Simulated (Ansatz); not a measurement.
System: Ti$_{2}$SiN$_{4}$.

The calculation's input:

```
crystal:
  lattice:
    - [4.6504966026, -2.5177423358, -0.1500631841]
    - [4.6504966026, 2.5177423358, -0.1500631841]
    - [-0.215264626, 0.0, 2.9795331129]
  atoms:
    - { symbol: Ti, position: [0.310776279, 0.310776279, 0.2825592438] }
    - { symbol: Ti, position: [0.689223721, 0.689223721, 0.7174407562] }
    - { symbol: Si, position: [0.0, 0.0, 0.0] }
    - { symbol: "N", position: [0.1076475124, 0.6307085512, 0.7884592949] }
    - { symbol: "N", position: [0.3692914488, 0.8923524876, 0.2115407051] }
    - { symbol: "N", position: [0.8923524876, 0.3692914488, 0.2115407051] }
    - { symbol: "N", position: [0.6307085512, 0.1076475124, 0.7884592949] }
kpoints:
  mp_grid: { grid: [6, 6, 8] }
hamiltonian:
  xc: r2scan
  dispersion: rvv10
scf:
  occupations: { method: fermi_dirac, width: 0.03 }
relax:
  f_tol: 0.01
  cell: {}
  max_steps: 120
output:
  write_density: true
  write_potential: true
  elf: true
  volumetric_format: npy
```

Launched as:

```sh
ansatz run input.yaml --threads 4 --pin off --max-ram 4608MiB --backend cpu --events-out ev --progress --plain --runs-dir out
```

Below, planes, directions and counts refer to the conventional cell (a = 9.27 Å, b = 5.05 Å, c = 3.02 Å, α = 90.00°, β = 96.34°, γ = 90.00°).

The fields are those of the run's last geometry, not of the input's.

Space group C2/m; a structure from a database of computed crystals, not necessarily the ambient phase; started from the K2PdF4-12 prototype, which need not be the ambient phase; computed without spin polarisation.

Method: DFT, r2SCAN+rVV10, plane waves, PAW (Ansatz).

> What can the converged valence pseudo-density and electron localisation function tell about the bonding?

Si–N (1.77 Å): ρ is about 1 e/Å³ halfway; the ELF peaks at about 0.90 between the atoms (a polar covalent bond).

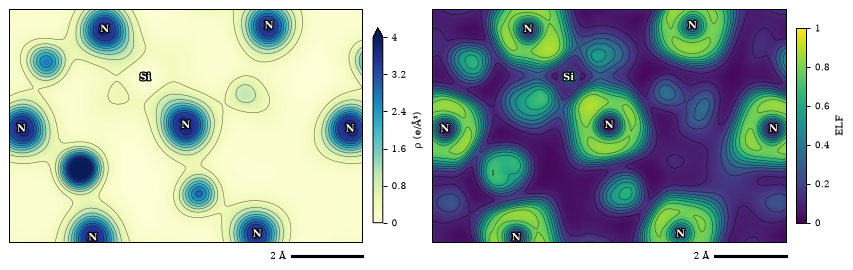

Computed valence pseudo-density and electron localisation function on the (011) plane of the conventional cell, in this order. Atoms just off the plane (Ti, 0.5 Å away) can leave unmarked features too.

In a PAW calculation such maps are meaningful between the atoms, not at the nuclei.
